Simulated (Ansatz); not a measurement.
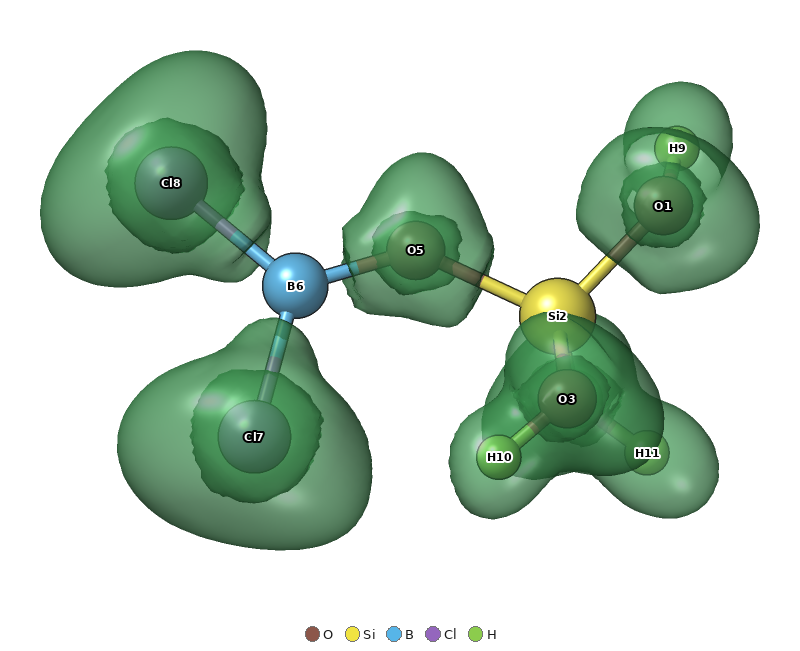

Figure. BCl₂H₃O₄Si. Isosurface of the electron localisation function at 0.75 (green), seen at a tilt. Core shells and regions of very low density are left out.

Geometry: PBE0-D4/def2-TZVP.

Level of theory: Ansatz, RKS PBE0-D4/def2-TZVPP.

Input file:

```
crystal:
  periodic: [false, false, false]
  atoms:
    - {symbol: O, position_ang: [0.519189, -0.368007, -2.162448]}
    - {symbol: Si, position_ang: [0.236598, -0.475687, -0.573334]}
    - {symbol: O, position_ang: [1.694061, -0.738424, 0.080045]}
    - {symbol: O, position_ang: [-0.892273, -1.580306, -0.176854]}
    - {symbol: O, position_ang: [-0.442900, 0.934798, -0.042910]}
    - {symbol: B, position_ang: [-0.576372, 1.567381, 1.115788]}
    - {symbol: Cl, position_ang: [0.189773, 0.961560, 2.595936]}
    - {symbol: Cl, position_ang: [-1.513205, 3.040706, 1.221488]}
    - {symbol: H, position_ang: [-0.233316, -0.264948, -2.745752]}
    - {symbol: H, position_ang: [1.763173, -0.630853, 1.031437]}
    - {symbol: H, position_ang: [-0.679330, -2.503120, -0.322795]}
basis:
  gaussian: {orbitals: def2-TZVPP}
hamiltonian: {xc: pbe0, dispersion: d4}
output: {orbitals: {seedname: orbitals}}
```

Command:

```sh
ansatz run in.yaml --threads 4 --pin off --events-out ev --progress --plain --max-ram 11315MiB
```

### Describe the localisation domains.

The surface consists of two regions on Cl in which the atom's valence shell and bonds are merged, one region on O in which the atom's valence shell and bonds are merged and three joined regions spread over several atoms (H, O), in which their bonds and any lone pairs are merged.

Values along the shortest contacts:
B–O (1.33 Å): the ELF peaks at about 0.85 between the atoms: a polar covalent bond. Si–O (1.62 Å): the ELF peaks at about 0.85 between the atoms, as expected for a polar covalent bond.
